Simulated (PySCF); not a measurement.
```json
{"atom": "C", "x (Å)": "2.0827", "y (Å)": "-0.5006", "z (Å)": "-0.0695"}
{"atom": "C", "x (Å)": "0.7059", "y (Å)": "-0.1562", "z (Å)": "0.4471"}
{"atom": "C", "x (Å)": "-0.4199", "y (Å)": "-0.4320", "z (Å)": "-0.5585"}
{"atom": "C", "x (Å)": "-1.6656", "y (Å)": "0.3132", "z (Å)": "-0.1077"}
{"atom": "F", "x (Å)": "-2.2666", "y (Å)": "-0.3765", "z (Å)": "0.9399"}
{"atom": "Si", "x (Å)": "-0.8642", "y (Å)": "1.9077", "z (Å)": "0.5824"}
{"atom": "O", "x (Å)": "0.6589", "y (Å)": "1.2293", "z (Å)": "0.7794"}
{"atom": "H", "x (Å)": "2.8459", "y (Å)": "-0.2613", "z (Å)": "0.6844"}
{"atom": "H", "x (Å)": "2.3039", "y (Å)": "0.0798", "z (Å)": "-0.9787"}
{"atom": "H", "x (Å)": "2.1525", "y (Å)": "-1.5727", "z (Å)": "-0.3095"}
{"atom": "H", "x (Å)": "0.5015", "y (Å)": "-0.7413", "z (Å)": "1.3644"}
{"atom": "H", "x (Å)": "-0.1176", "y (Å)": "-0.0459", "z (Å)": "-1.5487"}
{"atom": "H", "x (Å)": "-0.6226", "y (Å)": "-1.5101", "z (Å)": "-0.6665"}
{"atom": "H", "x (Å)": "-2.4019", "y (Å)": "0.4184", "z (Å)": "-0.9204"}
{"atom": "H", "x (Å)": "-1.4667", "y (Å)": "2.3542", "z (Å)": "1.8689"}
{"atom": "H", "x (Å)": "-0.8203", "y (Å)": "3.0439", "z (Å)": "-0.3845"}
```

Geometry: PBE0-D3(BJ)/def2-SVP.

These are results of PBE0/pcSseg-1, SCF density, gas phase, non-relativistic in PySCF 2.14.0, not measurements.

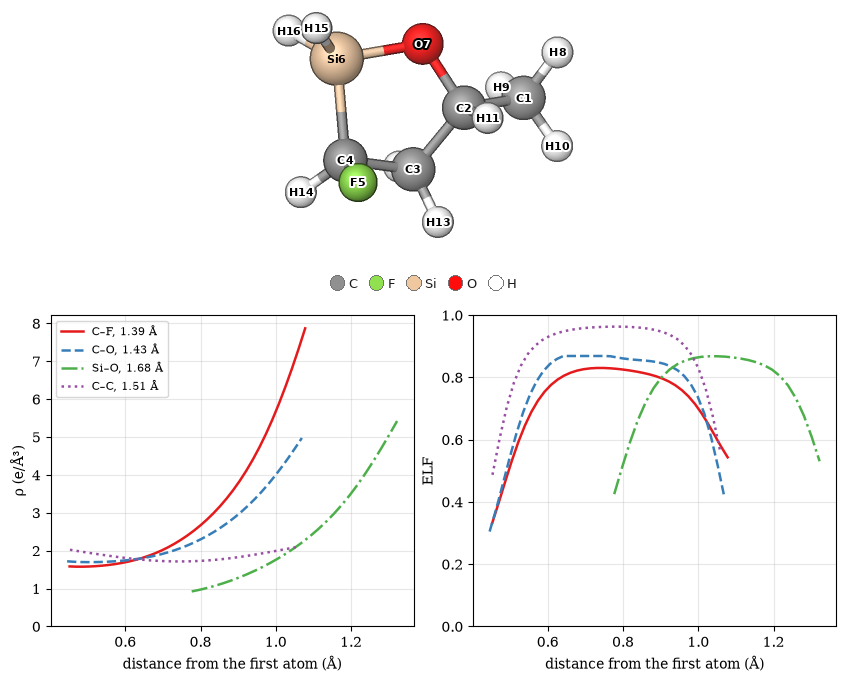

C4H9FOSi. Total electron density and ELF along straight lines between neighbouring atoms. The curves leave out the atomic cores. The structure is drawn too.

What can be read from the curves?

Answer. C–F (1.39 Å): ρ at the midpoint is about 2 e/Å³, with its minimum of 1.6 e/Å³ about 0.5 Å from C; the ELF peaks at about 0.85 between the atoms (a polar covalent bond).
C–O (1.43 Å): ρ at the midpoint is about 2 e/Å³, with its minimum of 1.7 e/Å³ about 0.5 Å from C; the ELF peaks at about 0.85 between the atoms: a shared but strongly polarised pair.
Si–O (1.68 Å): the density is about 1.1 e/Å³ at the midpoint; the ELF peaks at about 0.85 between the atoms (a polar covalent bond).
C–C (1.51 Å): the density is about 1.7 e/Å³ at the midpoint; the ELF peaks at about 0.95 between the atoms (localised, covalent bonding).
